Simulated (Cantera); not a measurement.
Input: 1 mol MgCO3, 4 mol H2, 0.06 mol CO2, held at 15000 Pa.

These are equilibrium values from Cantera (NASA tables, ideal gas, pure condensed phases), not measurements of a reactor. Candidate condensed phases: C, C6H6, C7H8, C8H18, H2O, Mg, MgCO3, MgO, Mg(OH)2; 116 gas species. Equilibrium is a limit: real reactors are often held back by kinetics, nucleation or transport.

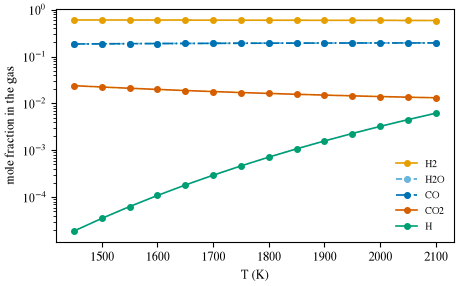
Fig. 1. Equilibrium gas composition (values under 1e-9 drawn at 1e-9)

Question: Read off the mole fractions at 1750 K.

Answer: H2 about 0.60, CO about 0.19, H2O about 0.19, CO2 about 0.017, H about 0.00046.
